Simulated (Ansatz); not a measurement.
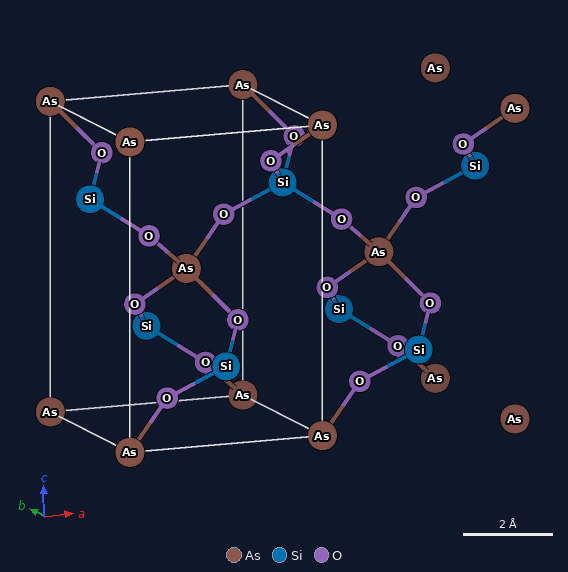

Solid SiAsO$_{4}$ (a generated structure, set up in I-4), before the relaxation. The picture is a ball-and-stick view of the conventional cell (2 times the calculation's cell), repeated 2 × 1 × 1 with one cell outlined, seen slightly off an axis. Lengths and directions refer to the drawn axes.

The start is a swapped structure.

The calculation used DFT, PAW plane waves, r2SCAN+U (Ansatz 0.2.0).

Input
```yaml
crystal:
  lattice:
    - [0.0, 4.708361, 0.0]
    - [4.708361, 0.0, 0.0]
    - [2.354181, 2.354181, -3.588832]
  atoms:
    - { symbol: As, position: [0.0, 0.0, 0.0] }
    - { symbol: Si, position: [0.75, 0.25, 0.5] }
    - { symbol: O, position: [0.4, 0.3, 0.72] }
    - { symbol: O, position: [0.7, 0.12, 0.28] }
    - { symbol: O, position: [0.88, 0.98, 0.72] }
    - { symbol: O, position: [0.02, 0.6, 0.28] }
  symmetry: { tolerance: 0.0003 }
kpoints:
  mp_grid: { grid: [5, 5, 5], shift: [0, 0, 0] }
magnetization:
  spin_polarized: false
scf:
  occupations: { method: fermi_dirac, width: 0.0954 }
  lower_state_search: "off"
hamiltonian:
  pseudopotentials: { kind: paw }
  xc: r2scan
  hubbard:
    projectors: all-electron-ortho-atomic
    sites:
      - { species: As, l: p, u_eff: 7.22 }
      - { species: O, l: p, u_eff: 3.79 }
basis:
  ecutwfc: 500
  fft_grid_basis: typed
relax:
  max_steps: 80
  cell: { p_target: 5.0 }
output:
  forces: true
  stress: true
  eigenvalues: true
  bader: true
  populations: true
  elf: true
  write_potential: true
  volumetric_format: npy
  dos:
    e_range: [-12, 8]
    de: 0.05
    projected: { site_lists: { As: [As], O: [O], Si: [Si] } }
checkpoint:
  read: saved_state
```

Run as
```bash
ansatz run input.yaml --threads 2 --pin off --max-ram 2560MiB --backend cpu --events-out ev --progress --plain --runs-dir out
```

> Where does the relaxation end?

After 8 accepted moves (9 points after the start) the energy has fallen by 114 meV per atom. With the target pressure of 5 GPa, the enthalpy E + pV changes by −76.9 meV per atom. The largest force component goes from 1.3 to 0.0004 eV/Å. The pressure goes from 21.58 to 4.99 GPa. At 1 point the geometry stayed and the basis and grid were re-selected for the new cell (energy shift of 0.5 meV per atom at most each time). The largest moves relative to the cell, 0.083 Å, are those of O3, O4, O5 and O6. O5 goes roughly along [0 −1 1]. Si and As stay in place. The drawn cell changes as follows: a = b 4.708 → 4.751 Å (+0.9 %), c 7.178 → 7.682 Å (+7.0 %); the volume changes by +9.0 %. Near-neighbour distances that change, for instance: As1–O3 1.754 → 1.804 Å, Si2–O3 1.571 → 1.611 Å. Among the angles between lasting bonds that change: O3–Si2–O5 119.7° → 111.1°, O3–Si2–O4 104.6° → 108.6°. The space group stays I-4 (No. 82).

The structure at the end:

```
CELL_PARAMETERS angstrom
0.00000 4.75060 0.00000
4.75060 0.00000 0.00000
2.37530 2.37530 -3.84116
ATOMIC_POSITIONS crystal
As 0.00000 0.00000 0.00000
Si 0.75000 0.25000 0.50000
O 0.40231 0.29181 0.73709
O 0.70819 0.13940 0.26291
O 0.86060 0.97110 0.73709
O 0.02890 0.59769 0.26291
```

The end point in the same view:

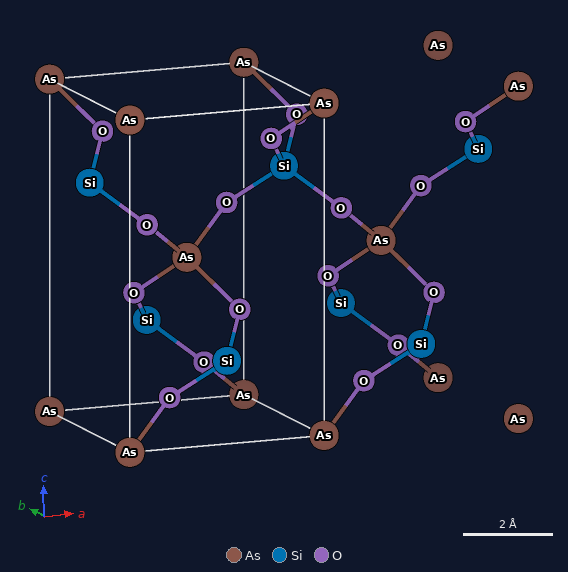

Limits of the set-up: an odd number of electrons was run without spin polarisation, which fails if the electron would localise.
